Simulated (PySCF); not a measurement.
# HBO (BHO): NMR shifts, electronic excitations and K edges in gas and solvents, part 2 of 2

PySCF 2.14.0. Atoms count from 0. The steps go on from the part before.

### Step 6. Ultraviolet spectrum: CAM-B3LYP/def2-SVPD in chloroform

The job: settings as JSON, then the geometry in Å.

```
{"job": {"kind": "uv", "xc": "CAM-B3LYP", "basis": "def2-SVPD", "solvent": "chloroform", "nstates": 6, "ntriplets": 0}, "charge": 0, "multiplicity": 1}
B      0.002216     0.061236    -0.025235
O      1.185528    -0.133990    -0.032250
H     -1.166527     0.254153    -0.018345
```

Method: TDDFT CAM-B3LYP/def2-SVPD, vertical, IEF-PCM chloroform (non-equilibrium linear response), core orbitals frozen in the response.

Log:

```text
coarse grid: 2792 points
cycle   1  E = -100.4433879262  dE =  1.100e-01  |g| = 7.908e-01  |ddm| = 2.176e+00
cycle   2  E = -100.1488316717  dE =  2.946e-01  |g| = 1.474e+00  |ddm| = 1.623e+00
cycle   3  E = -100.5785775381  dE = -4.297e-01  |g| = 1.907e-02  |ddm| = 1.056e+00
cycle   4  E = -100.5787251928  dE = -1.477e-04  |g| = 7.556e-03  |ddm| = 5.427e-02
cycle   5  E = -100.5787396175  dE = -1.442e-05  |g| = 1.409e-03  |ddm| = 1.762e-02
cycle   6  E = -100.5787401900  dE = -5.726e-07  |g| = 2.858e-04  |ddm| = 3.374e-03
final grid: 27792 points
cycle   7  E = -100.6034934145  dE = -1.075e-05  |g| = 2.894e-03  |ddm| = 1.802e-02
cycle   8  E = -100.6034909800  dE =  2.434e-06  |g| = 4.898e-03  |ddm| = 4.942e-03
cycle   9  E = -100.6034952914  dE = -4.311e-06  |g| = 1.938e-04  |ddm| = 3.205e-03
cycle  10  E = -100.6034953020  dE = -1.054e-08  |g| = 2.422e-05  |ddm| = 4.459e-04
cycle  11  E = -100.6034953021  dE = -1.667e-10  |g| = 2.121e-06  |ddm| = 5.970e-05
converged SCF energy = -100.6034953021

Static polarisability (au): isotropic 18.668, principal 15.873 15.874 24.258

Singlet excitations
state   eV       nm        f      main configurations
  1   8.2692    149.9   0.00000   H->L+1 0.47, H-1->L 0.47
  2   8.5161    145.6   0.00000   H-1->L 0.46, H->L+1 0.46
  3   8.5161    145.6   0.00000   H->L 0.46, H-1->L+1 0.46
  4   9.8144    126.3   0.10216   H->L+2 0.80, H->L+3 0.16
  5   9.8145    126.3   0.10218   H-1->L+2 0.80, H-1->L+3 0.16
  6  10.1659    122.0   0.00488   H-2->L 0.94
```

It took 2.3 s on 1 thread, shared host.

This run: HOMO -12.16 eV, LUMO 1.04 eV; lowest singlet 8.27 eV.

### Step 7. Ultraviolet spectrum: CAM-B3LYP/def2-SVPD in methanol

The job: settings as JSON, then the geometry in Å.

```
{"job": {"kind": "uv", "xc": "CAM-B3LYP", "basis": "def2-SVPD", "solvent": "methanol", "nstates": 6, "ntriplets": 0}, "charge": 0, "multiplicity": 1}
B      0.002216     0.061236    -0.025235
O      1.185528    -0.133990    -0.032250
H     -1.166527     0.254153    -0.018345
```

Level: TDDFT CAM-B3LYP/def2-SVPD, vertical, IEF-PCM methanol (non-equilibrium linear response), core orbitals frozen in the response.

Log:

```text
coarse grid: 2792 points
cycle   1  E = -100.4495910945  dE =  1.038e-01  |g| = 7.835e-01  |ddm| = 2.177e+00
cycle   2  E = -100.1848485840  dE =  2.647e-01  |g| = 1.421e+00  |ddm| = 1.601e+00
cycle   3  E = -100.5806168620  dE = -3.958e-01  |g| = 1.756e-02  |ddm| = 1.028e+00
cycle   4  E = -100.5807483441  dE = -1.315e-04  |g| = 6.755e-03  |ddm| = 5.335e-02
cycle   5  E = -100.5807600875  dE = -1.174e-05  |g| = 1.231e-03  |ddm| = 1.592e-02
cycle   6  E = -100.5807605434  dE = -4.559e-07  |g| = 2.575e-04  |ddm| = 3.067e-03
final grid: 27792 points
cycle   7  E = -100.6055082658  dE = -1.076e-05  |g| = 2.857e-03  |ddm| = 1.819e-02
cycle   8  E = -100.6055060443  dE =  2.222e-06  |g| = 4.764e-03  |ddm| = 4.872e-03
cycle   9  E = -100.6055101037  dE = -4.059e-06  |g| = 1.966e-04  |ddm| = 3.141e-03
cycle  10  E = -100.6055101145  dE = -1.084e-08  |g| = 2.281e-05  |ddm| = 4.512e-04
cycle  11  E = -100.6055101147  dE = -1.576e-10  |g| = 1.965e-06  |ddm| = 5.811e-05
converged SCF energy = -100.6055101147

Static polarisability (au): isotropic 19.463, principal 16.530 16.531 25.328

Singlet excitations
state   eV       nm        f      main configurations
  1   8.3751    148.0   0.00000   H-1->L+1 0.47, H->L+2 0.47
  2   8.6216    143.8   0.00000   H->L+2 0.47, H-1->L+1 0.47
  3   8.6216    143.8   0.00000   H-1->L+2 0.47, H->L+1 0.47
  4   9.8605    125.7   0.09748   H->L 0.82, H->L+3 0.12
  5   9.8606    125.7   0.09750   H-1->L 0.82, H-1->L+3 0.12
  6  10.2752    120.7   0.00721   H-2->L+1 0.90
```

Wall time 2.5 s (1 thread, shared host).

This run: HOMO -12.22 eV, LUMO 1.09 eV; lowest singlet 8.38 eV.

### Step 8. Core excitations: BHandHLYP/aug-pcX-1+pcseg-1

The job: settings as JSON, then the geometry in Å.

```
{"job": {"kind": "xas", "xc": "BHandHLYP", "basis": {"default": "aug-pcX-1", "H": "pcseg-1"}}, "charge": 0, "multiplicity": 1}
B      0.002216     0.061236    -0.025235
O      1.185528    -0.133990    -0.032250
H     -1.166527     0.254153    -0.018345
```

Method: core-valence-separated TDA BHandHLYP/aug-pcX-1 H:pcseg-1, K edges, non-relativistic, gas phase.

Log:

```text
coarse grid: 2792 points
cycle   1  E = -100.5048802636  dE =  1.078e-01  |g| = 7.798e-01  |ddm| = 1.378e+00
cycle   2  E = -100.2250878267  dE =  2.798e-01  |g| = 1.449e+00  |ddm| = 1.148e+00
cycle   3  E = -100.6339764889  dE = -4.089e-01  |g| = 2.420e-02  |ddm| = 7.730e-01
cycle   4  E = -100.6341902976  dE = -2.138e-04  |g| = 7.703e-03  |ddm| = 4.094e-02
cycle   5  E = -100.6342060655  dE = -1.577e-05  |g| = 1.512e-03  |ddm| = 1.003e-02
cycle   6  E = -100.6342067327  dE = -6.672e-07  |g| = 3.650e-04  |ddm| = 2.030e-03
final grid: 27792 points
cycle   7  E = -100.6500127512  dE = -2.964e-05  |g| = 2.269e-03  |ddm| = 5.759e-03
cycle   8  E = -100.6500120492  dE =  7.020e-07  |g| = 3.029e-03  |ddm| = 2.167e-03
cycle   9  E = -100.6500135734  dE = -1.524e-06  |g| = 2.680e-04  |ddm| = 1.562e-03
cycle  10  E = -100.6500135928  dE = -1.941e-08  |g| = 6.260e-05  |ddm| = 1.895e-04
cycle  11  E = -100.6500135937  dE = -8.852e-10  |g| = 3.325e-06  |ddm| = 8.332e-05
converged SCF energy = -100.6500135937

B K edge
   eV          f      from atoms
  188.354   0.07032   B0
  188.354   0.07032   B0
  191.054   0.00448   B0
  191.938   0.00684   B0
  193.019   0.01478   B0
  193.019   0.01478   B0
  193.995   0.00204   B0
  195.758   0.00000   B0

O K edge
   eV          f      from atoms
  530.432   0.03797   O1
  530.432   0.03797   O1
  533.151   0.00316   O1
  534.430   0.00183   O1
  535.127   0.00013   O1
  535.127   0.00013   O1
  535.379   0.01086   O1
  537.279   0.00606   O1
```

It took 2 s on 1 thread, shared host.

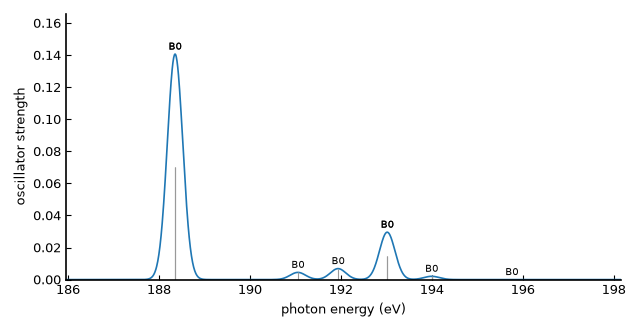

The B K edge. Lines are broadened to a width of 0.40 eV (Gaussian).

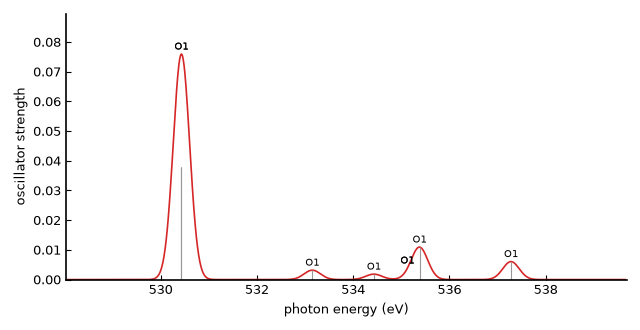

The O K edge. Lines are broadened to a width of 0.40 eV (Gaussian).

### Step 9. Side by side: NMR shifts

Shifts (ppm), with basis size and wall time:

```tsv
run	H2	B0	O1	functions	time
PBE0/pcSseg-1 in chloroform	2.80	15.0	288.0	39	3.5 s
PBE0/pcSseg-1 in methanol	2.97	15.4	282.5	39	1.3 s
```

The continuum's effect on the ground state:

```tsv
solvent	ε	polarisation energy (Eh)	μ (D)
chloroform	4.71	-0.0056	3.12
methanol	32.61	-0.0080	3.28
```

### Step 10. Comparing the runs: electronic excitations

Excitations and ground-state properties, with basis size and wall time:

```tsv
run	lowest singlet (eV)	brightest (eV)	f	gap (eV)	α (Å³)	μ (D)	functions	time
CAM-B3LYP/def2-SVPD	7.99	9.73	0.089	12.88	2.47	2.89	51	3.8 s
CAM-B3LYP/def2-SVPD in chloroform	8.27	9.81	0.102	13.20	2.77	3.34	51	2.3 s
CAM-B3LYP/def2-SVPD in methanol	8.38	9.86	0.098	13.30	2.88	3.51	51	2.5 s
```

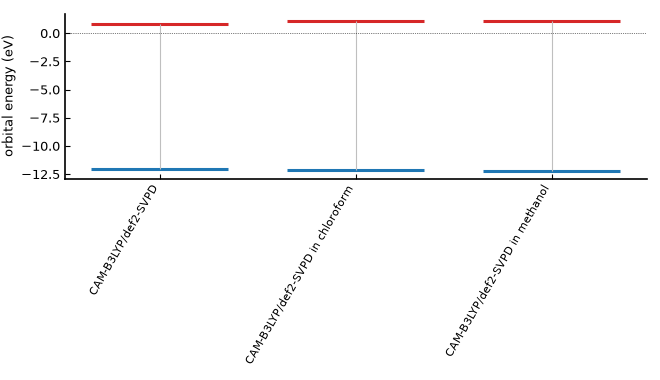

HOMO (blue) and LUMO (red) run by run.

The continuum's effect on the ground state:

```tsv
solvent	ε	polarisation energy (Eh)	μ (D)
chloroform	4.71	-0.0061	3.34
methanol	32.61	-0.0088	3.51
```

### Step 11. Summary of results

What follows sums up all 2 parts.

| quantity | value |
| --- | --- |
| point group | C∞v |
| rotational constants (main isotopes) | 39.27, 39.27 GHz |
| ¹H shifts against TMS (PBE0/pcSseg-1, chloroform) | 2.80 ppm |
| ¹¹B shifts against BF3·OEt2 (PBE0/pcSseg-1, chloroform) | 15.0 ppm |
| ¹⁷O shifts against H2O (PBE0/pcSseg-1, chloroform) | 288.0 ppm |
| lowest singlet (CAM-B3LYP/def2-SVPD) | 7.99 eV (155 nm), f = 0.000 |
| brightest single state of those computed | state 4, 9.73 eV, f = 0.089 |
| surface potential, 1st and 99th percentile | -1.65 V and 1.55 V |
| B K edge | first line 188.35 eV, strongest 188.35 eV (f = 0.070) |
| O K edge | first line 530.43 eV, strongest 530.43 eV (f = 0.038) |
| range of the shift of O1 | 282.5 to 288.0 ppm |
| range of the lowest singlet | 7.99 to 8.38 eV |

What this shows: Relaxing lowered the energy by 0.031 eV in 2 steps; the close pair that moved most is B0–H2, from 1.145 to 1.185 Å. At PBE0/pcSseg-1: The largest span, 536 ppm, is at O1, where the paramagnetic term is -344 ppm. The first singlet state (HOMO→LUMO 0.43, HOMO−1→LUMO+1 0.43) lies at 7.99 eV and is dark; of the 6 states computed, the strongest absorption comes from states 4 to 5 together at 9.73 eV. At the B edge the strongest single line lifts a 1s electron of B0 into several orbitals, led by LUMO+1 (weight 0.56), and it is the first line. At the O edge the strongest single line lifts a 1s electron of O1 into several orbitals, led by LUMO+1 (weight 0.66), and it is the first line. Absolute edge energies from this method are off by several eV; spacings are better. In ppm, O1 moves most: its shift spreads over 5.5 ppm, from 282.5 (PBE0/pcSseg-1 in methanol) to 288.0 (PBE0/pcSseg-1 in chloroform). The continuum holds electrostatics alone: no hydrogen bonds to the solvent, and the gas-phase geometry is kept. The lowest singlet runs from 7.99 eV (CAM-B3LYP/def2-SVPD) to 8.38 eV (CAM-B3LYP/def2-SVPD in methanol), while the orbital gap spans 12.88 to 13.30 eV. The lowest state need not be the same one in every run.
